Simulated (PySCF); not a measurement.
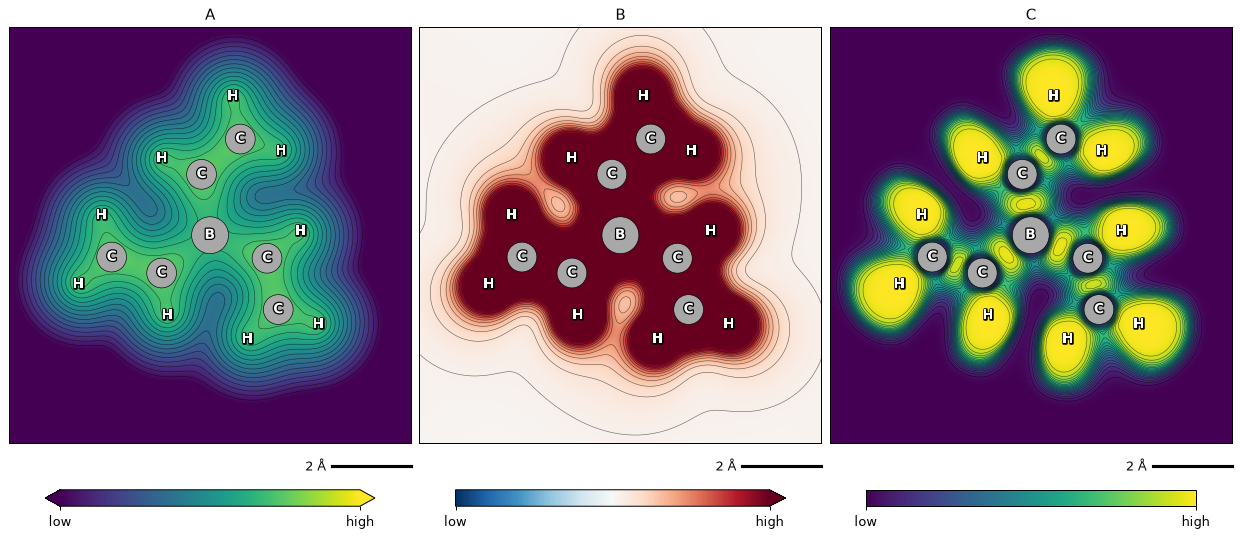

C6H9B (SMILES C=CB(C=C)C=C): 3 fields on the plane of atoms C2, B3 and C6, with unlabelled colour scales. Grey discs cover the atomic cores.

Geometry: PBE0-D3(BJ)/def2-TZVP.

These are results of PBE0/pcSseg-2, SCF density, gas phase, non-relativistic (PySCF 2.14.0), not measurements.

### Match the panels to the quantities (electron density, electron localisation function and electrostatic potential).

Panel A: electron density. Panel B: electrostatic potential (strongly positive close to the atoms and fading to about zero outside). Panel C: electron localisation function. From the grid: C–C (1.34 Å): the density is about 2.3 e/Å³ at the midpoint; the ELF peaks at about 0.95 between the atoms: a short, multiple covalent bond. C–B (1.56 Å): ρ is about 1.5 e/Å³ halfway; the ELF peaks at about 1 between the atoms; a shared electron pair.
